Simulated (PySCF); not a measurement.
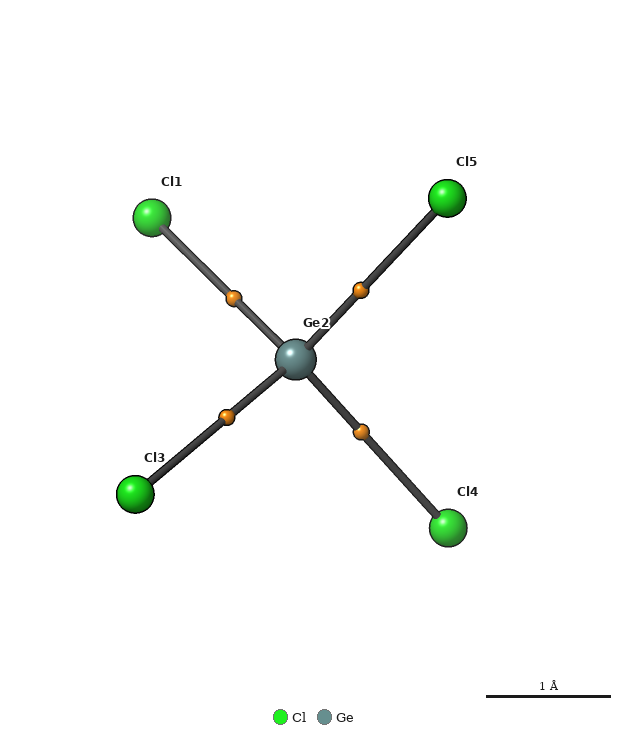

*Cl4Ge, SMILES `Cl[Ge](Cl)(Cl)Cl`. Molecular graph of the electron density (QTAIM): bond paths, bond critical points (orange), ring points (yellow, if any); weak paths are dashed.*

Method: M06-2X/def2-TZVP; geometry: GFN2-xTB; program: PySCF. No frequency check shows the geometry to be a minimum. GFN2-xTB bond lengths at metals and heavier atoms can be off by up to 0.1 Å and shapes distorted, which carries into these values.

### How many critical points of each kind are there, and does the count close?

5 nuclei, 4 bond, 0 ring and 0 cage critical points: 5 − 4 + 0 − 0 = 1, as the Poincaré–Hopf relation requires.

### Give the properties at the bond critical points.

| bond | length (Å) | ρ (a.u.) | ∇²ρ (a.u.) | ε | H (a.u.) |
| --- | --- | --- | --- | --- | --- |
| Cl1–Ge2 (4 alike) | 2.127 | 0.110 | +0.20 | 0.00 | −0.050 |

### What kind of interaction is Cl1–Ge2?

Polar or intermediate (positive Laplacian, negative energy density H): ρ = 0.110, ∇²ρ = +0.20, H = −0.050 a.u.
